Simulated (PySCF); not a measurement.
**C3H10F2GeSi: electronic excitations**

Wanted: the electronic excitations of C3H10F2GeSi (`CC[SiH2][GeH2][CH](F)F`), by calculation.

Computed with PySCF 2.14.0, with density-fitted response routines of our own, on a single molecule in the gas phase. Atoms count from 0, in the outputs and in this text.

## Step 1: The molecule as given

17 atoms, charge 0, multiplicity 1; geometry from: GFN2-xTB.

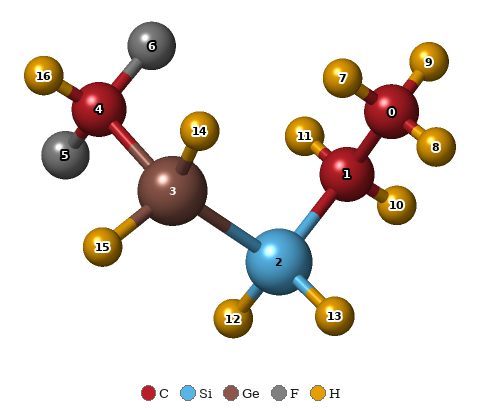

The starting geometry (carbon red, silicon blue, germanium brown, fluorine grey, hydrogen amber), atoms numbered; sticks join atoms by distance.

## Step 2: TDDFT and polarisability: wB97X-D/def2-SVPD

Job settings and geometry (Å):

```
{"job": {"kind": "uv", "xc": "wB97X-D", "basis": "def2-SVPD", "nstates": 8, "ntriplets": 3}, "charge": 0, "multiplicity": 1}
C     -1.965961    -0.365429     1.014500
C     -1.366901    -1.075929    -0.195484
Si    -0.544124     0.136891    -1.409793
Ge     1.132407     1.335265    -0.251517
C      2.441098     0.057041     0.586626
F      2.910989    -0.796176    -0.371572
F      1.790583    -0.730523     1.494658
H     -1.192584     0.178307     1.557981
H     -2.734166     0.342690     0.709638
H     -2.415600    -1.081917     1.699375
H     -2.145116    -1.646514    -0.704848
H     -0.625896    -1.798362     0.153250
H      0.084108    -0.573369    -2.527101
H     -1.524330     1.097763    -1.931794
H      0.780794     2.225990     0.920943
H      2.052062     2.228362    -1.054191
H      3.315639     0.477940     1.097791
```

Method: TDDFT wB97X-D/def2-SVPD, vertical, gas phase, core orbitals frozen in the response.

Command:

```sh
OMP_NUM_THREADS=1 python probes_run.py task.json out
```

This one command runs all jobs of the session in turn.

What will the session give for the following? lowest singlet (wB97X-D/def2-SVPD); brightest single state of those computed; lowest triplet; surface potential, least and greatest. Wanted: lowest singlet; brightest single state of those computed; lowest triplet; surface potential, least and greatest.

**Answer**, as computed:

```
                                quantity                        value
      lowest singlet (wB97X-D/def2-SVPD)  7.25 eV (171 nm), f = 0.083
brightest single state of those computed  state 5, 7.99 eV, f = 0.253
                          lowest triplet                      6.44 eV
   surface potential, least and greatest           -0.90 V and 1.07 V
```

In words: The lowest singlet, at 7.25 eV, is HOMO→LUMO 0.81 and is bright; of the 8 states computed, the strongest absorption comes from state 5 at 7.99 eV (the last state computed is bright too, and its partners may lie past the list). The lowest triplet lies 0.81 eV below the lowest singlet (triplets in Tamm-Dancoff, singlets in full TDDFT).
